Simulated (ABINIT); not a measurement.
# Diamond (Fd-3m, 2 atoms a cell): G0W0 in ABINIT against the wavefunction cutoff in GW

How does the gap of Diamond (Fd-3m, 2 atoms a cell) converge in the wavefunction cutoff in GW?

Method: PBE and many-body steps on it, plane waves, in ABINIT 10.8.3.

### Step 1. The starting structure

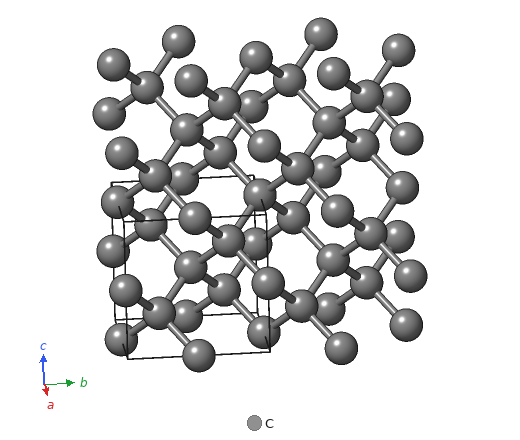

The cell as given, slightly off an axis (carbon grey). 1×2×2 cells are drawn. This picture shows the conventional cell, with its axes. Some periodic images of atoms are drawn too.

The cell and positions come from the Crystallography Open Database and are kept as given unless a step says otherwise.

### Step 2. Screening, 8×8×8 mesh, 56 bands, screening to 261.2 eV

This step: ABINIT 10.8.3; RPA screening on PBE, plane waves, norm-conserving pseudopotentials.

The RPA dielectric matrix is built and inverted for each q.

The input, run.abi:

```
acell 3*1.0 Angstrom
rprim 
  -0.000000000000 1.783370000000 1.783370000000
  1.783370000000 0.000000000000 1.783370000000
  1.783370000000 1.783370000000 0.000000000000
ntypat 1
znucl 6
natom 2
typat 1 1
xred 
  0.000000000000 0.000000000000 -0.000000000000
  0.250000000000 0.250000000000 0.250000000000
pp_dirpath "pseudos"
pseudos "C.upf"
ecut 37
ngkpt 8 8 8
nshiftk 1
shiftk 0 0 0
kptopt 1
chksymbreak 0
istwfk *1
occopt 1
irdwfk 1
optdriver 3
nband 56
ecuteps 9.6
inclvkb 2
awtr 1
symchi 1
ecutwfn 11.1
indata_prefix "in"
outdata_prefix "out"
tmpdata_prefix "tmp"
```

Command:

```sh
OMP_NUM_THREADS=1 mpirun -n 4 abinit run.abi > log
```

Output:

```text
.Version 10.8.3 of ABINIT. v10.8.2 released Aug 2026.

 Symmetries : space group Fd -3 m (#227); Bravais cF (face-center cubic)
[... echo of the input left out ...]
== DATASET  1 ==================================================================
-   mpi_nproc: 4, omp_nthreads: 1 (-1 if OMP is not activated)

--- !DatasetInfo
iteration_state: {dtset: 1, }
dimensions: {natom: 2, nkpt: 29, mband: 56, nsppol: 1, nspinor: 1, nspden: 1, mpw: 144, }
cutoff_energies: {ecut:  11.1, pawecutdg:  -1.0, }
electrons: {nelect:   8.00000000E+00, charge:   0.00000000E+00, occopt:   1.00000000E+00, tsmear:   1.00000000E-02, }

 SCREENING: Calculation of the susceptibility and dielectric matrices

 Based on a program developped by R.W. Godby, V. Olevano, G. Onida, and L. Reining.
 Incorporated in ABINIT by V. Olevano, G.-M. Rignanese, and M. Torrent.
.Using double precision arithmetic ; gwpc =  8

[... cell and pseudopotentials left out ...]
--------------------------------------------------------------------------------

 ==== K-mesh for the wavefunctions ====
 Number of points in the irreducible wedge :    29
[... list of points left out ...]
 Together with 48 symmetry operations and time-reversal symmetry
 yields   512 points in the full Brillouin Zone.

 ==== Q-mesh for the screening function ====
 Number of points in the irreducible wedge :    29
[... list of points left out ...]
 Together with 48 symmetry operations and time-reversal symmetry
 yields   512 points in the full Brillouin Zone.

 setmesh: FFT mesh size selected  =    20x   20x   20
          total number of points  =         8000

 vcoul_init : cutoff-mode = AUXILIARY_FUNCTION
 q-points for optical limit:   1
     1)      0.000010    0.000020    0.000030

- screening: taking advantage of time-reversal symmetry
- Maximum band index for partially occupied states nbvw = 4
- Remaining bands to be divided among processors   nbcw = 52
- Number of bands treated by each node ~13

 Number of electrons calculated from density =    7.9760; Expected =    8.0000
 average of density, n =  0.104192
 r_s =    1.3183
 omega_plasma =   31.1367 [eV]

 calculating chi0 at frequencies [eV] :
  1    0.000000E+00    0.000000E+00
  2    0.000000E+00    3.113673E+01

--------------------------------------------------------------------------------
  q-point number  1        q = ( 0.000000, 0.000000, 0.000000) [r.l.u.]
--------------------------------------------------------------------------------
[... chi0 elements left out ...]
 For q-point:  0.000010 0.000020 0.000030
  dielectric constant =   5.5825
  dielectric constant without local fields =   6.0383

  Average fulfillment of the sum rule on Im[epsilon] for q-point    1 :     84.46  [%]
[... wings left out ...]
  q-point number  2        q = ( 0.125000, 0.000000, 0.000000) [r.l.u.]
--------------------------------------------------------------------------------
[... chi0 elements left out ...]
  Average fulfillment of the sum rule on Im[epsilon] for q-point    2 :     99.43  [%]

 [... 27 further q-points ...]
```

Wall time 18 s (4 MPI ranks of AMD EPYC 9R45, shared host); peak memory 0.61 GiB.

This step gave:

```
ε∞ with local fields, on this mesh, along the program's q direction : 5.582
the same without local fields                                       : 6.038
plasma frequency                                                    : 31.14 eV
plane waves in the screening matrix                                 : 113
```

Local fields lower ε∞ by 8 %.

### Step 3. 11.1 Ha

This step: G0W0 on PBE, plane waves, norm-conserving pseudopotentials.

run.abi: that of step 2 with these lines changed.

```diff
@@ -23,8 +23,17 @@
 irdwfk 1
-optdriver 3
+optdriver 4
 nband 56
+gwcalctyp 0
+ecutsigx 11.1
+symsigma 1
+nkptgw 2
+kptgw 
+  0.0000000000 0.0000000000 0.0000000000
+  0.3750000000 0.3750000000 0.0000000000
+bdgw 
+  2 7
+  3 6
 ecuteps 9.6
-inclvkb 2
-awtr 1
-symchi 1
+irdscr 1
+ppmodel 1
 ecutwfn 11.1
```

Output:

```text
.Version 10.8.3 of ABINIT. v10.8.2 released Aug 2026.

 Symmetries : space group Fd -3 m (#227); Bravais cF (face-center cubic)
[... echo of the input left out ...]
== DATASET  1 ==================================================================
-   mpi_nproc: 4, omp_nthreads: 1 (-1 if OMP is not activated)

--- !DatasetInfo
iteration_state: {dtset: 1, }
dimensions: {natom: 2, nkpt: 29, mband: 56, nsppol: 1, nspinor: 1, nspden: 1, mpw: 144, }
cutoff_energies: {ecut:  11.1, pawecutdg:  -1.0, }
electrons: {nelect:   8.00000000E+00, charge:   0.00000000E+00, occopt:   1.00000000E+00, tsmear:   1.00000000E-02, }

 SIGMA: Calculation of the GW corrections

 Based on a program developped by R.W. Godby, V. Olevano, G. Onida, and L. Reining.
 Incorporated in ABINIT by V. Olevano, G.-M. Rignanese, and M. Torrent.
.Using double precision arithmetic ; gwpc =  8

[... cell and pseudopotentials left out ...]
--------------------------------------------------------------------------------

 ==== K-mesh for the wavefunctions ====
 Number of points in the irreducible wedge :    29
[... list of points left out ...]
 Together with 48 symmetry operations and time-reversal symmetry
 yields   512 points in the full Brillouin Zone.

 ==== Q-mesh for screening function ====
 Number of points in the irreducible wedge :    29
[... list of points left out ...]
 Together with 48 symmetry operations and time-reversal symmetry
 yields   512 points in the full Brillouin Zone.

 vcoul_init : cutoff-mode = AUXILIARY_FUNCTION
 q-points for optical limit:   1
     1)      0.000010    0.000020    0.000030
 setmesh: FFT mesh size selected  =    20x   20x   20
          total number of points  =         8000

 Number of electrons calculated from density =    7.9760; Expected =    8.0000
 average of density, n =  0.104192
 r_s =    1.3183
 omega_plasma =   31.1367 [eV]

 === KS Band Gaps ===
  >>>> For spin  1
   Minimum direct gap =   5.6255 [eV], located at k-point      :   0.0000  0.0000  0.0000
   Fundamental gap    =   4.1901 [eV], Top of valence bands at :   0.0000  0.0000  0.0000
                                       Bottom of conduction at :   0.3750  0.3750  0.0000
 SIGMA fundamental parameters:
 PLASMON POLE MODEL  1
 number of plane-waves for SigmaX                  137
 number of plane-waves for SigmaC and W            113
 number of plane-waves for wavefunctions           137
 number of bands                                    56
 number of independent spin polarizations            1
 number of spinorial components                      1
 number of k-points in IBZ                          29
 number of q-points in IBZ                          29
 number of symmetry operations                      48
 number of k-points in BZ                          512
 number of q-points in BZ                          512
 number of frequencies for dSigma/dE                 9
 frequency step for dSigma/dE [eV]                0.25
 number of omega for Sigma on real axis              0
 max omega for Sigma on real axis  [eV]           0.00
 zcut for avoiding poles [eV]                     0.10

 EPSILON^-1 parameters (SCR file):
 dimension of the eps^-1 matrix on file            113
 dimension of the eps^-1 matrix used               113
 number of plane-waves for wavefunctions           137
 number of bands                                    56
 number of q-points in IBZ                          29
 number of frequencies                               2
 number of real frequencies                          1
 number of imag frequencies                          1

 matrix elements of self-energy operator (all in [eV])

 Perturbative Calculation

--- !SelfEnergy_ee
iteration_state: {dtset: 1, }
kpoint     : [   0.000,    0.000,    0.000, ]
spin       : 1
KS_gap     :    5.626
QP_gap     :    7.410
Delta_QP_KS:    1.784
data: !SigmaeeData |
     Band     E0 <VxcDFT>   SigX SigC(E0)      Z dSigC/dE  Sig(E)    E-E0       E
        2  10.293 -16.879 -19.104   1.628   0.834  -0.199 -17.377  -0.498   9.795
        3  10.293 -16.879 -19.104   1.628   0.834  -0.199 -17.377  -0.498   9.795
        4  10.293 -16.879 -19.104   1.628   0.834  -0.199 -17.377  -0.498   9.795
        5  15.918 -15.560  -9.429  -4.591   0.835  -0.197 -14.274   1.286  17.204
        6  15.918 -15.560  -9.429  -4.591   0.835  -0.197 -14.274   1.286  17.204
        7  15.918 -15.560  -9.429  -4.591   0.835  -0.197 -14.274   1.286  17.204

--- !SelfEnergy_ee
iteration_state: {dtset: 1, }
kpoint     : [   0.375,    0.375,    0.000, ]
spin       : 1
KS_gap     :    9.944
QP_gap     :   11.555
Delta_QP_KS:    1.611
data: !SigmaeeData |
     Band     E0 <VxcDFT>   SigX SigC(E0)      Z dSigC/dE  Sig(E)    E-E0       E
        3   4.539 -15.909 -20.320   3.271   0.818  -0.223 -16.841  -0.932   3.607
        4   4.539 -15.909 -20.320   3.271   0.818  -0.223 -16.841  -0.932   3.607
        5  14.483 -14.023  -8.610  -4.607   0.843  -0.186 -13.344   0.679  15.162
        6  17.096 -13.173  -7.258  -5.168   0.844  -0.185 -12.542   0.630  17.727

== END DATASET(S) ==============================================================
================================================================================

 -outvars: echo values of variables after computation  --------
           etotal      0.0000000000E+00
            nband          56
             nkpt          29
          spgroup         227
 [... the other variables as echoed above ...]

 Calculation completed.
```

Elapsed: 4.3 s, on 4 MPI ranks; peak memory 0.67 GiB.

This step gave:

| Item | Value |
| --- | --- |
| G0W0 gap on the points computed | 5.367 eV |
| starting gap on the mesh | 4.190 eV |
| k of the valence top | 0, 0, 0 |
| k of the conduction bottom | 0.375, 0.375, 0 |
| Z at the valence top | 0.834 |
| Z at the conduction bottom | 0.843 |
| least direct G0W0 gap on the computed points | 7.409 eV |

### Step 4. Screening, 8×8×8 mesh, 56 bands, screening to 261.2 eV

This step: RPA screening on PBE, plane waves, norm-conserving pseudopotentials.

run.abi: that of step 3 with these lines changed.

```diff
@@ -23,18 +23,9 @@
 irdwfk 1
-optdriver 4
+optdriver 3
 nband 56
-gwcalctyp 0
-ecutsigx 11.1
-symsigma 1
-nkptgw 2
-kptgw 
-  0.0000000000 0.0000000000 0.0000000000
-  0.3750000000 0.3750000000 0.0000000000
-bdgw 
-  2 7
-  3 6
 ecuteps 9.6
-irdscr 1
-ppmodel 1
-ecutwfn 11.1
+inclvkb 2
+awtr 1
+symchi 1
+ecutwfn 18.5
 indata_prefix "in"
```

Output:

```text
.Version 10.8.3 of ABINIT. v10.8.2 released Aug 2026.

 Symmetries : space group Fd -3 m (#227); Bravais cF (face-center cubic)
[... echo of the input left out ...]
== DATASET  1 ==================================================================
-   mpi_nproc: 4, omp_nthreads: 1 (-1 if OMP is not activated)

--- !DatasetInfo
iteration_state: {dtset: 1, }
dimensions: {natom: 2, nkpt: 29, mband: 56, nsppol: 1, nspinor: 1, nspden: 1, mpw: 303, }
cutoff_energies: {ecut:  18.5, pawecutdg:  -1.0, }
electrons: {nelect:   8.00000000E+00, charge:   0.00000000E+00, occopt:   1.00000000E+00, tsmear:   1.00000000E-02, }

 SCREENING: Calculation of the susceptibility and dielectric matrices

 Based on a program developped by R.W. Godby, V. Olevano, G. Onida, and L. Reining.
 Incorporated in ABINIT by V. Olevano, G.-M. Rignanese, and M. Torrent.
.Using double precision arithmetic ; gwpc =  8

[... cell and pseudopotentials left out ...]
--------------------------------------------------------------------------------

 ==== K-mesh for the wavefunctions ====
 Number of points in the irreducible wedge :    29
[... list of points left out ...]
 Together with 48 symmetry operations and time-reversal symmetry
 yields   512 points in the full Brillouin Zone.

 ==== Q-mesh for the screening function ====
 Number of points in the irreducible wedge :    29
[... list of points left out ...]
 Together with 48 symmetry operations and time-reversal symmetry
 yields   512 points in the full Brillouin Zone.

 setmesh: FFT mesh size selected  =    20x   20x   20
          total number of points  =         8000

 vcoul_init : cutoff-mode = AUXILIARY_FUNCTION
 q-points for optical limit:   1
     1)      0.000010    0.000020    0.000030

- screening: taking advantage of time-reversal symmetry
- Maximum band index for partially occupied states nbvw = 4
- Remaining bands to be divided among processors   nbcw = 52
- Number of bands treated by each node ~13

 Number of electrons calculated from density =    7.9967; Expected =    8.0000
 average of density, n =  0.104462
 r_s =    1.3172
 omega_plasma =   31.1770 [eV]

 calculating chi0 at frequencies [eV] :
  1    0.000000E+00    0.000000E+00
  2    0.000000E+00    3.117705E+01

--------------------------------------------------------------------------------
  q-point number  1        q = ( 0.000000, 0.000000, 0.000000) [r.l.u.]
--------------------------------------------------------------------------------
[... chi0 elements left out ...]
 For q-point:  0.000010 0.000020 0.000030
  dielectric constant =   5.5158
  dielectric constant without local fields =   5.9565

  Average fulfillment of the sum rule on Im[epsilon] for q-point    1 :     85.27  [%]
[... wings left out ...]
  q-point number  2        q = ( 0.125000, 0.000000, 0.000000) [r.l.u.]
--------------------------------------------------------------------------------
[... chi0 elements left out ...]
  Average fulfillment of the sum rule on Im[epsilon] for q-point    2 :     97.23  [%]

 [... 27 further q-points ...]
```

Wall time 18 s (4 MPI ranks); peak memory 0.62 GiB; 71 s of CPU time.

Numbers from this step:

| Quantity | Value |
| --- | --- |
| ε∞ with local fields, on this mesh, along the program's q direction | 5.516 |
| the same without local fields | 5.957 |
| plasma frequency | 31.18 eV |
| plane waves in the screening matrix | 113 |

### Step 5. 18.5 Ha

The self-energy is evaluated for the states that the input lists, and the levels follow from it, in one-shot runs by the linearised quasiparticle equation.

This step: G0W0 on PBE, plane waves, norm-conserving pseudopotentials.

run.abi: that of step 4 with these lines changed.

```diff
@@ -23,8 +23,17 @@
 irdwfk 1
-optdriver 3
+optdriver 4
 nband 56
+gwcalctyp 0
+ecutsigx 18.5
+symsigma 1
+nkptgw 2
+kptgw 
+  0.0000000000 0.0000000000 0.0000000000
+  0.3750000000 0.3750000000 0.0000000000
+bdgw 
+  2 7
+  3 6
 ecuteps 9.6
-inclvkb 2
-awtr 1
-symchi 1
+irdscr 1
+ppmodel 1
 ecutwfn 18.5
```

Output:

```text
.Version 10.8.3 of ABINIT. v10.8.2 released Aug 2026.

 Symmetries : space group Fd -3 m (#227); Bravais cF (face-center cubic)
[... echo of the input left out ...]
== DATASET  1 ==================================================================
-   mpi_nproc: 4, omp_nthreads: 1 (-1 if OMP is not activated)

--- !DatasetInfo
iteration_state: {dtset: 1, }
dimensions: {natom: 2, nkpt: 29, mband: 56, nsppol: 1, nspinor: 1, nspden: 1, mpw: 303, }
cutoff_energies: {ecut:  18.5, pawecutdg:  -1.0, }
electrons: {nelect:   8.00000000E+00, charge:   0.00000000E+00, occopt:   1.00000000E+00, tsmear:   1.00000000E-02, }

 SIGMA: Calculation of the GW corrections

 Based on a program developped by R.W. Godby, V. Olevano, G. Onida, and L. Reining.
 Incorporated in ABINIT by V. Olevano, G.-M. Rignanese, and M. Torrent.
.Using double precision arithmetic ; gwpc =  8

[... cell and pseudopotentials left out ...]
--------------------------------------------------------------------------------

 ==== K-mesh for the wavefunctions ====
 Number of points in the irreducible wedge :    29
[... list of points left out ...]
 Together with 48 symmetry operations and time-reversal symmetry
 yields   512 points in the full Brillouin Zone.

 ==== Q-mesh for screening function ====
 Number of points in the irreducible wedge :    29
[... list of points left out ...]
 Together with 48 symmetry operations and time-reversal symmetry
 yields   512 points in the full Brillouin Zone.

 vcoul_init : cutoff-mode = AUXILIARY_FUNCTION
 q-points for optical limit:   1
     1)      0.000010    0.000020    0.000030
 setmesh: FFT mesh size selected  =    20x   20x   20
          total number of points  =         8000

 Number of electrons calculated from density =    7.9967; Expected =    8.0000
[...]
number of omega for Sigma on real axis              0
 max omega for Sigma on real axis  [eV]           0.00
 zcut for avoiding poles [eV]                     0.10

 EPSILON^-1 parameters (SCR file):
 dimension of the eps^-1 matrix on file            113
 dimension of the eps^-1 matrix used               113
 number of plane-waves for wavefunctions           283
 number of bands                                    56
 number of q-points in IBZ                          29
 number of frequencies                               2
 number of real frequencies                          1
 number of imag frequencies                          1

 matrix elements of self-energy operator (all in [eV])

 Perturbative Calculation

--- !SelfEnergy_ee
iteration_state: {dtset: 1, }
kpoint     : [   0.000,    0.000,    0.000, ]
spin       : 1
KS_gap     :    5.626
QP_gap     :    7.407
Delta_QP_KS:    1.781
data: !SigmaeeData |
     Band     E0 <VxcDFT>   SigX SigC(E0)      Z dSigC/dE  Sig(E)    E-E0       E
        2  10.293 -16.971 -19.268   1.561   0.832  -0.202 -17.584  -0.613   9.680
        3  10.293 -16.971 -19.268   1.561   0.832  -0.202 -17.584  -0.613   9.680
        4  10.293 -16.971 -19.268   1.561   0.832  -0.202 -17.584  -0.613   9.680
[...]
--- !SelfEnergy_ee
iteration_state: {dtset: 1, }
kpoint     : [   0.375,    0.375,    0.000, ]
spin       : 1
KS_gap     :    9.944
QP_gap     :   11.588
Delta_QP_KS:    1.644
data: !SigmaeeData |
     Band     E0 <VxcDFT>   SigX SigC(E0)      Z dSigC/dE  Sig(E)    E-E0       E
[...]
5  14.483 -14.088  -8.666  -4.668   0.842  -0.188 -13.453   0.635  15.118
        6  17.096 -13.229  -7.300  -5.211   0.843  -0.186 -12.624   0.606  17.702

== END DATASET(S) ==============================================================
================================================================================

 -outvars: echo values of variables after computation  --------
           etotal      0.0000000000E+00
            nband          56
             nkpt          29
          spgroup         227
 [... the other variables as echoed above ...]

 Calculation completed.
```

Elapsed: 4.3 s, on 4 MPI ranks; peak memory 0.68 GiB; 17 s of CPU time.

Numbers from this step:

* G0W0 gap on the points computed: 5.438 eV
* starting gap on the mesh: 4.190 eV
* k of the valence top: 0, 0, 0
* k of the conduction bottom: 0.375, 0.375, 0
* Z at the valence top: 0.832
* Z at the conduction bottom: 0.842
* least direct G0W0 gap on the computed points: 7.407 eV

The gap on the mesh goes from 4.19 eV to 5.44 eV, a correction of +1.25 eV.

(Continued in part 2 of 2.)

[Paths, hosts, dates, memory and timing lines, banners, echoed tables and standing remarks are left out of the program output.]

[Logs are printed without paths, hosts, clocks, repeated set-up lines and the standing remarks that a program may print on its own settings, such as how far it seeks lower states.]

[Runs of the session that timed out or met a known fault of the program may be left out.]

[Hosts, paths, dates, database ids (printed as entryN), source tags and the programs' standing remarks are cut or masked in the printed files.]

[G0W0 gaps are taken among the corrected bands and points alone; a level outside them can change the order at an edge.]

[Where Ansatz stands beside ABINIT at settings called matched, ABINIT's density can come from a denser mesh and the files from another edition; pairs whose starting gaps differed by over 0.03 eV were left out, so agreement reads better than it is.]
